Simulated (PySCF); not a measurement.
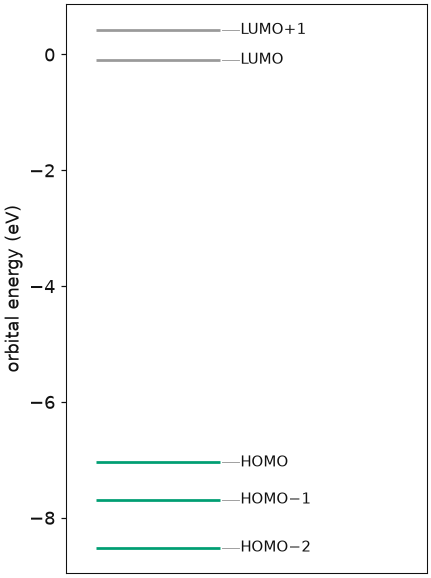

Kohn-Sham orbital energies near the frontier, PBE0/def2-SVPD in PySCF, at a GFN2-xTB geometry (no frequency check), isolated molecule; empty levels in grey, levels within 0.03 eV side by side.

Question: Which molecule has this level scheme?
A. C₅H₉ClO₂ (1-chloropropan-2-yl acetate), SMILES CC(=O)O[C@H](C)CCl
B. C₅H₆O₂, SMILES O=C(O)C1=CCC1
C. C₆H₈, SMILES C=C[C@@H]1CC1=C
D. C₅H₄F₂Se, SMILES FC(F)c1ccc[se]1

Answer: Option C. HOMO −7.05 eV, LUMO −0.09 eV, separation 6.95 eV.

Known limits of this run: the tight-binding geometry is rougher than a DFT one and adds to the error; one conformer of a flexible molecule; empty levels above zero depend strongly on the basis.
